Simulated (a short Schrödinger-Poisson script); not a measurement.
Stack: symmetric double-gate stack, Al2O3 on p-type Ge(100), at 300 K.

| layer | material | thickness (nm) | Na (cm⁻³) |
|---|---|---|---|
| 1 | Al2O3 | 3 | - |
| 2 | Ge | 2 | 1e16 |
| 3 | Al2O3 | 3 | - |

Constants are typed, rounded textbook-type inputs, not results; the design itself was drawn at random and stands for no fabricated device. Al2O3: permittivity 9, conduction-band edge (eV) 2.65, gap (eV) 6.8, electron mass (mₑ) 0.3. Ge: permittivity 16, conduction-band edge (eV) 0, gap (eV) 0.664, Nv at 300 K (cm⁻³) 6e18.

Channel valleys (confinement mass, in-plane density-of-states mass, number): L4 0.12, 0.295, 4. At the gates, both at one voltage, the conduction-band edge of layer 1 lies 2.9 eV − eVg above the Fermi level of the channel. Gaps are held at their typed values at every temperature. Mesh 0.03 nm at interfaces.

From a short Schrödinger-Poisson script (our own, NumPy): 1D Poisson equation in equilibrium, electrons quantum, Hartree (BenDaniel-Duke, 12 states a valley, the channel's in-plane mass for all, wave functions free to enter the dielectric), parabolic valleys, classical holes, full ionisation, no traps, pinning or gate leakage.

Only gate voltages with over 1e8 electrons/cm² are shown.

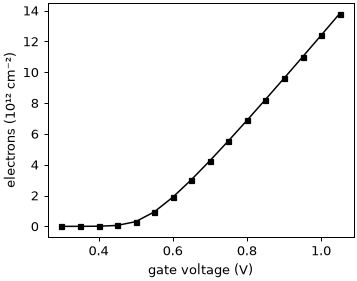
Fig. 1. Sheet density against gate voltage

| Vg (V) | electrons (cm⁻²) | C (μF/cm²) | L4 E0 (meV) | L4 E1 (meV) |
|---|---|---|---|---|
| 0.3 | 1.97e8 | < 0.003 | 286.4 | 1359.2 |
| 0.4 | 9.31e9 | 0.0581 | 186.7 | 1259.5 |
| 0.5 | 3.04e11 | 1.37 | 96.2 | 1168.7 |
| 0.6 | 1.89e12 | 3.41 | 47.4 | 1118.0 |
| 0.7 | 4.25e12 | 4.06 | 23.9 | 1091.8 |
| 0.8 | 6.87e12 | 4.31 | 8.7 | 1073.5 |
| 0.9 | 9.61e12 | 4.43 | -3.0 | 1058.5 |
| 1 | 1.24e13 | 4.50 | -12.9 | 1045.5 |

Subbands count from the Fermi level. The capacitance is that of both gates.

Only the L valleys are kept; under strong confinement the Δ valleys of Ge fill too.
